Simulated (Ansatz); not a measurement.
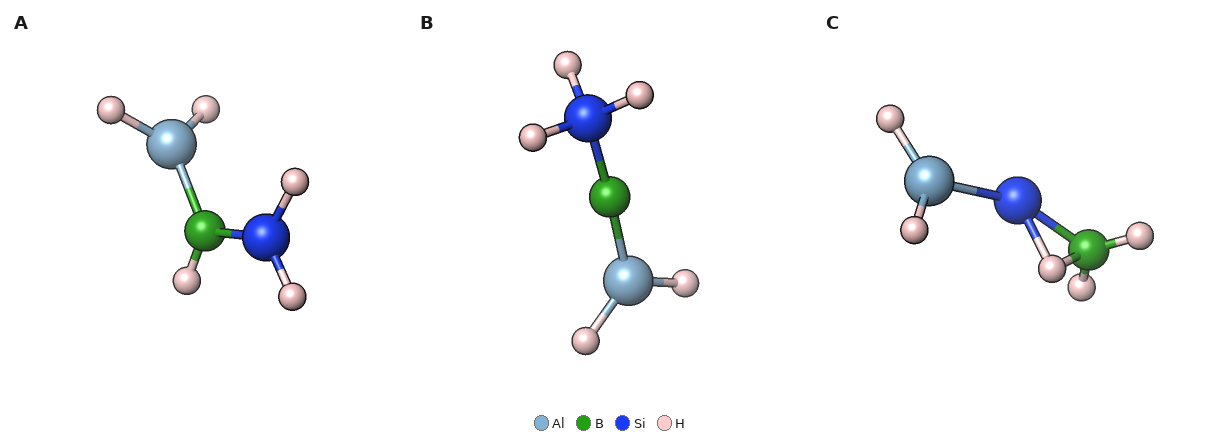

3 stationary structures of one formula. The species is neutral and a spin doublet. Geometries: PBE0-D4/def2-TZVP. Electronic energies: r2SCAN-D4/def2-TZVPP (Ansatz 0.2.0), without zero-point energy. No frequency run is at hand to confirm each as a minimum. Each is one conformer, not always the lowest.

Question: Which is lowest in energy, and by how much?

Answer: C is lowest (Cs); A lies 11.9 kJ/mol above it (Cs), B lies 71.2 kJ/mol above it (Cs).
